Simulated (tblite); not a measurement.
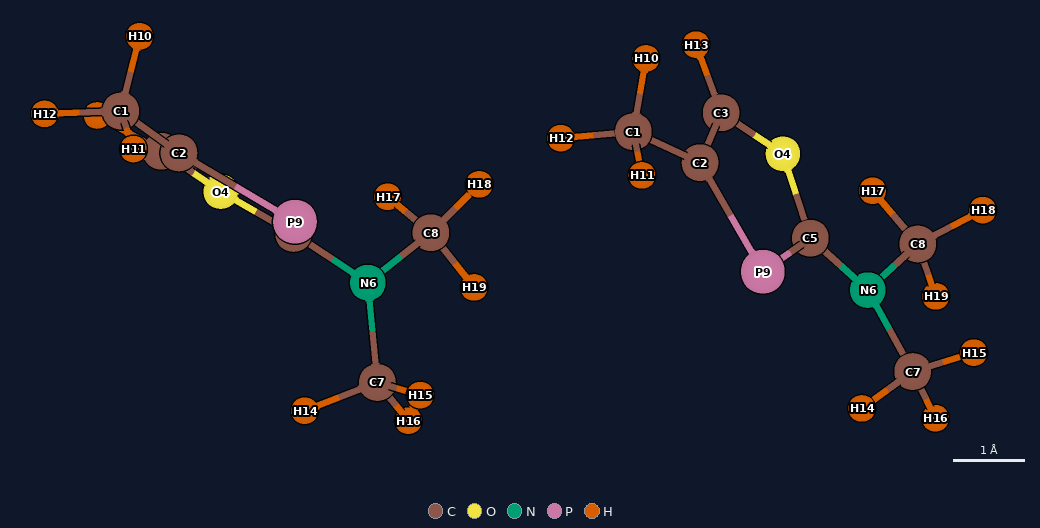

Two geometries of C$_{6}$H$_{10}$NOP, drawn at one scale. One is the start of a relaxation, the other its converged end. The picture is a ball-and-stick view, seen from a free direction.

The calculation used GFN2-xTB geometry optimisation, gas phase (tblite). 

> Which one is relaxed?

The right one is the relaxed one. The atom that moves furthest after the best rigid fit is H13 (1.51 Å). By element the largest moves are H 1.51 Å, P 1.04 Å, O 0.80 Å, C 0.79 Å, N 0.30 Å. Among the contacts that change: C5–P9 1.882 → 1.734 Å, C2–P9 1.914 → 1.785 Å, O4–C5 1.221 → 1.340 Å, C3–O4 1.259 → 1.355 Å. Among the angles between lasting bonds that change: O4–C5–N6 140.7° → 116.9°, C3–O4–C5 131.2° → 110.8°, O4–C5–P9 100.6° → 115.6°. Groups turn about C1–C2 by about 40°. After 122 geometry steps the energy has fallen by 2.564 eV.
